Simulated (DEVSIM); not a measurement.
Device: abrupt Si n-p junction, at 350 K.

```tsv
layer (left to right)	material	thickness (μm)	Nd (cm⁻³)	Na (cm⁻³)	τn (s)	τp (s)
1	Si	0.450	9.2e16	-	0.00011	0.00011
2	Si	41.0	-	1.5e15	0.00011	0.00011
```

Left contact: ohmic. Right contact: ohmic. Voltage is applied to the left contact. Recombination: SRH at mid-gap. Gap narrowing is on: ΔEg = 6.92 meV × (l + √(l² + 0.5)), l = ln(N/1.3e17 cm⁻³), shared equally by both band edges. Mobility is constant in doping.

This is a model device: material constants are rounded textbook-type values typed into the input, and sizes, dopings and lifetimes were drawn at random. Values at 300 K; Nc and Nv go as T^1.5, mobilities as T to minus their exponent, the gap by Varshni's rule with the affinity fixed.

```csv
parameter,Si
gap (eV),1.124
affinity (eV),4.05
permittivity,11.7
Nc (cm⁻³),2.86e19
Nv (cm⁻³),3.1e19
μn (cm²/Vs),1417
μp (cm²/Vs),470
T exponent of μn,2.3
T exponent of μp,2.2
Varshni α (eV/K),0.000473
Varshni β (K),636
```

DEVSIM, 1D drift-diffusion, Boltzmann statistics, complete ionisation; no tunnelling, impact ionisation, image-force lowering or self-heating.

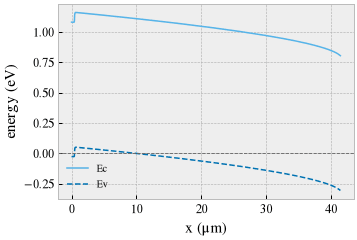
Figure. Band edges at -0.9 V on the left contact

Energies count from the Fermi level of the right contact; mesh points crowd at the junctions.

```csv
x (μm),Ec (eV),Ev (eV),n (cm⁻³),p (cm⁻³),field (V/cm)
0.000,1.080,-0.028,9.2e16,1700000,≈ 0
0.02888,1.080,-0.028,9.2e16,3.7e13,≈ 0
0.08865,1.080,-0.028,9.2e16,1.1e14,≈ 0
0.2038,1.080,-0.028,9.2e16,2.6e14,≈ 0
0.3717,1.080,-0.028,9.2e16,4.7e14,88
0.4261,1.085,-0.022,7.7e16,6.5e14,3800
0.4520,1.111,0.000,3.3e16,1.4e15,15000
0.5012,1.148,0.038,9.6e15,5.0e15,3500
0.5961,1.159,0.049,6.5e15,7.5e15,230
0.8104,1.159,0.049,6.2e15,7.7e15,-51
1.260,1.157,0.047,6.2e15,7.7e15,-53
2.934,1.148,0.038,6.1e15,7.6e15,-54
6.096,1.131,0.021,5.9e15,7.4e15,-55
13.24,1.090,-0.021,5.3e15,6.8e15,-61
29.88,0.971,-0.139,3.4e15,4.9e15,-88
36.34,0.904,-0.206,2.2e15,3.7e15,-130
39.20,0.862,-0.248,1.3e15,2.8e15,-180
40.43,0.837,-0.274,7.5e14,2.2e15,-240
41.13,0.817,-0.294,3.1e14,1.8e15,-350
41.32,0.809,-0.301,1.4e14,1.6e15,-410
41.41,0.806,-0.305,4.9e13,1.5e15,-430
41.45,0.804,-0.307,9.6e7,1.5e15,-430
```
